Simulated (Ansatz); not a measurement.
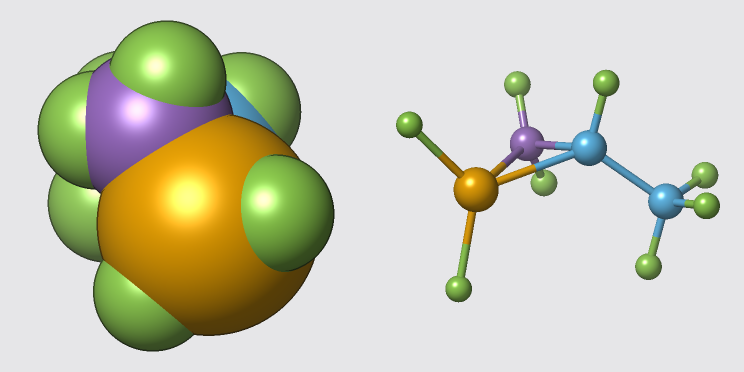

The same structure drawn twice, from different directions. Colours: carbon blue, nitrogen purple, aluminium orange, hydrogen green.

Question: Which formula does it have?

Answer: C₂H₈AlN, 12 atoms: 2 carbon, 8 hydrogen, 1 aluminium and 1 nitrogen.

Question: What is the point group of this geometry?

Answer: C1.

Question: Count the bonded pairs by element.

Answer: 4 C–H, 2 Al–H, 2 N–H, 1 C–C, 1 C–N, 1 Al–N, 1 C–Al. Sticks follow a distance rule.

More results for the same structure follow; atom numbers are the same in all pictures, views and colours differ. Computed geometry: PBE0-D4/def2-TZVP optimisation.

### Geometry

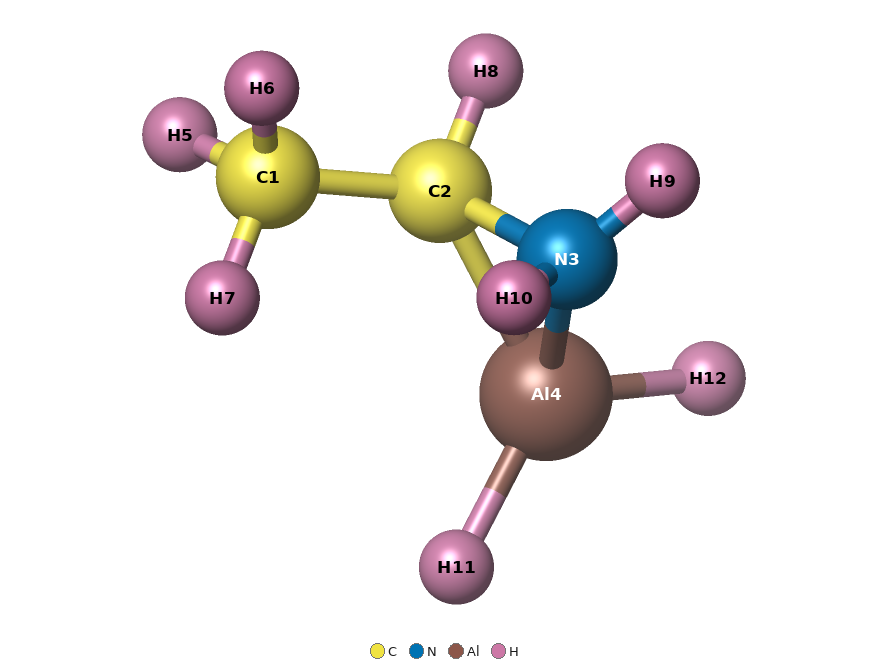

Question: Describe the coordination of atom 1.

Answer: C1 has 4 neighbours (C2 at 1.50, H5 at 1.09, H6 at 1.10, H7 at 1.09 Å); the arrangement is tetrahedral.

Question: Which bond is the longest?

Answer: N3–Al4, 1.999 Å.

Question: What is the dihedral angle C1–C2–Al4–N3?

Answer: 103° in size, that is anticlinal.

### Levels of theory compared

Program: Ansatz 0.2.0.

Tabulate dipole (D) at these levels: B3LYP-D4/def2-TZVPP; PBE-D4/def2-TZVPP; PBE0-D4/def2-TZVP; r2SCAN-D4/def2-TZVPP; ωB97M-V/def2-TZVPP.

```csv
level,dipole (D)
B3LYP-D4/def2-TZVPP,3.22
PBE-D4/def2-TZVPP,3.32
PBE0-D4/def2-TZVP,3.28
r2SCAN-D4/def2-TZVPP,3.33
ωB97M-V/def2-TZVPP,3.22
```

### Vibrations

Harmonic vibrations computed with RKS PBE0-D4/def2-TZVP (Ansatz 0.2.0) at a stationary point of the same level.

Question: How many vibrational modes are there, and where do they lie?

Answer: 30 modes: 120, 244, 301, 373, 425, 482, 573, 599, 621, 749, 826, 929, 930, 960, 1071, 1154, 1217, 1351, 1403, 1480, 1491, 1602, 1900, 1907, 3002, 3072, 3112, 3123, 3531, 3629 cm⁻¹.

### Charges

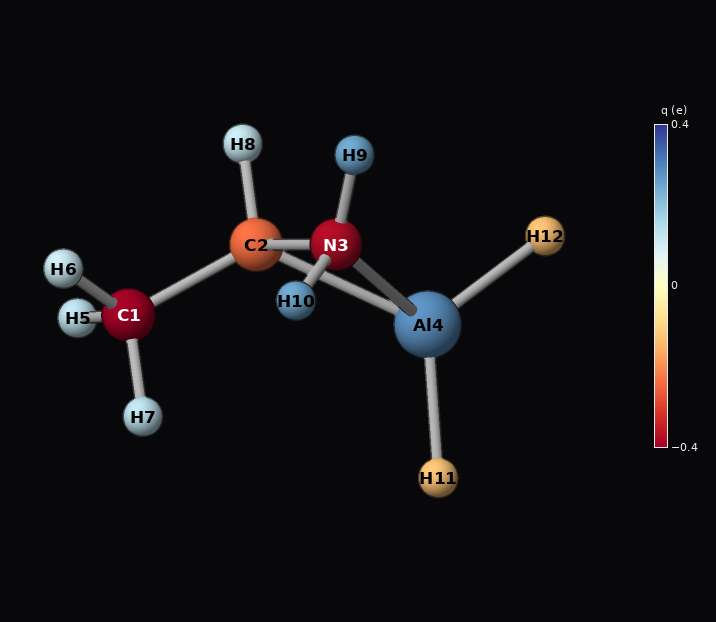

Atoms are coloured by their Mulliken charges. Level of theory: RKS PBE0-D4/def2-TZVP (Ansatz 0.2.0).

List the Mulliken charges.

```tsv
atom	value (e)
C1	−0.39
C2	−0.24
N3	−0.38
Al4	0.28
H5	0.13
H6	0.11
H7	0.13
H8	0.12
H9	0.25
H10	0.25
H11	−0.12
H12	−0.13
```

Mulliken values depend strongly on the basis set and can even reverse the polarity of a bond.
